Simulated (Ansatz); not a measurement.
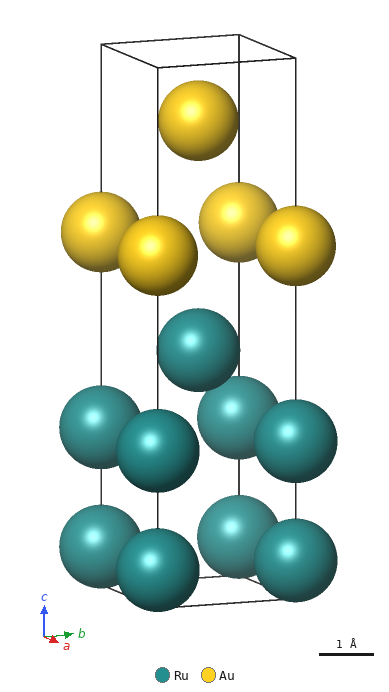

A spheres-only rendering, viewed slightly off an axis. The parallelepiped is the simulation cell.

Input for the calculation:
```yaml
crystal:
  lattice:
    - [2.8032916243, 0.0, 0.0]
    - [0.0, 2.8032916243, 0.0]
    - [0.0, 0.0, 10.3171607]
  atoms:
    - { symbol: Ru, position: [0.0, 0.0, 0.070790242] }
    - { symbol: Ru, position: [0.0, 0.0, 0.2913769516] }
    - { symbol: Ru, position: [0.5, 0.5, 0.4469778044] }
    - { symbol: Au, position: [0.0, 0.0, 0.6527029209] }
    - { symbol: Au, position: [0.5, 0.5, 0.8714854111] }
basis:
  ecutwfc: 420
kpoints:
  mp_grid: { grid: [14, 14, 4] }
  band_path:
    path:
      - [[0.0, 0.0, 0.0], [0.0, 0.5, 0.0], [0.5, 0.5, 0.0], [0.0, 0.0, 0.0], [0.0, 0.0, 0.5], [0.0, 0.5, 0.5], [0.5, 0.5, 0.5], [0.0, 0.0, 0.5]]
      - [[0.0, 0.5, 0.0], [0.0, 0.5, 0.5]]
      - [[0.5, 0.5, 0.0], [0.5, 0.5, 0.5]]
    npoints: 14
hamiltonian:
  xc: pbe
scf:
  occupations: { method: gaussian, width: 0.1 }
  n_extra_bands: 12
output:
  forces: true
  stress: true
  eigenvalues: true
  populations: true
  dos: { projected: true, de: 0.02, nscf_kmesh: { grid: [17, 17, 5] } }
  bader: true
  write_density: true
  write_potential: true
  elf: true
  volumetric_format: npy
```
Run as:
```sh
ansatz run input.yaml --threads 1 --pin off --max-ram 2560MiB --backend cpu --events-out ev --progress --plain --runs-dir out
```

Calculation details: Ansatz, DFT PBE, scalar-relativistic, plane waves, PAW; plane waves up to 420 eV, k-grid 14×14×4, Gaussian smearing of 0.1 eV, no spin polarisation.

### What are the atomic charges by Bader's partition?

Ru +0.11 e; Au -0.16 e. Little charge moves, as in a metallic or covalent solid.

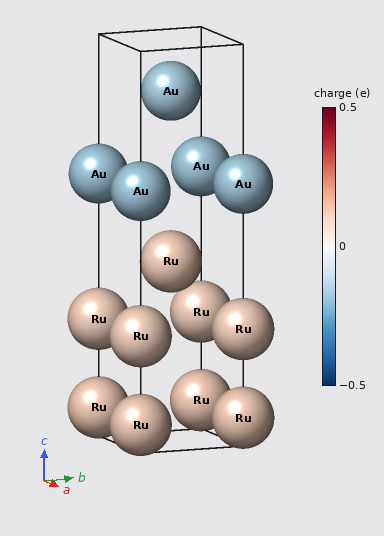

The atoms coloured by those charges.

Origin of the cell: a structure type filled with these elements by a generator (whether the compound takes this form wasn't checked). Earlier steps of the study may have refined or changed the cell and positions. It was run through Ansatz as a DFT input.
